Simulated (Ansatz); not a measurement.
# Computed energy over volume and axial ratio: Cs (bcc, W type)

Cs (bcc, W type), conventional cell a = b = c = 6.1568 Å, α = β = γ = 90.00°. The calculation uses the primitive cell of 1 atom, to which meshes and values per cell refer.

Two coordinates are scanned: the volume, and the ratio of the stretch along z (the conventional c axis) to the stretch across it. Atoms keep their fractional coordinates.

All values below come from PBE (plane waves to 420 eV, PAW, scalar-relativistic; Ansatz, a first-principles code). k mesh 11×11×11 (Γ-centred), Fermi-Dirac smearing 0.05 eV. E stands for the smeared free energy. Compression counts positive. With partly filled bands, the response to shear is sensitive to the k mesh, so small differences along c/a are uncertain. Cs was relaxed with its symmetry unable to fall. The PAW data are Ansatz's earlier set. The zero of ΔE is the relaxed starting cell.

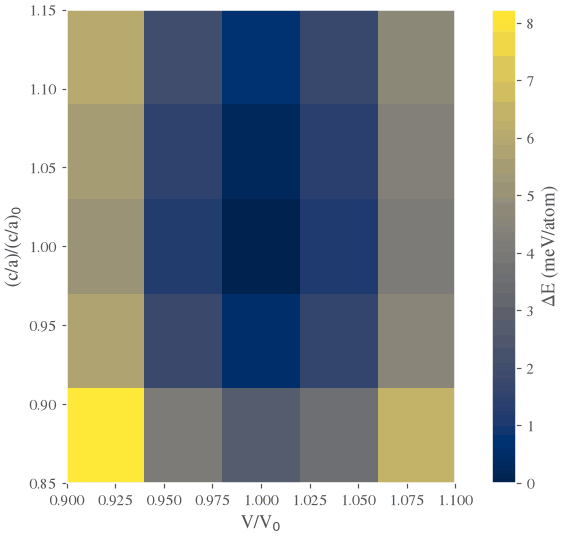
*ΔE (meV/atom) over the 5×5 grid of computed points.*

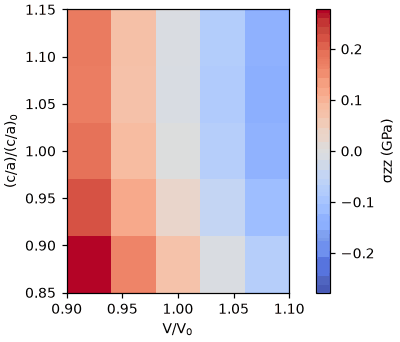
σzz (GPa) over the 5×5 grid of computed points.

Lowest place on the grid: V/V₀ = 1.000, (c/a)/(c/a)₀ = 1.000 (0 meV/atom). Highest place on the grid: V/V₀ = 0.920, (c/a)/(c/a)₀ = 0.880 (8 meV/atom).

(A scan under strain: stresses follow from slopes of the energy per volume, elastic moduli from its curvatures.)
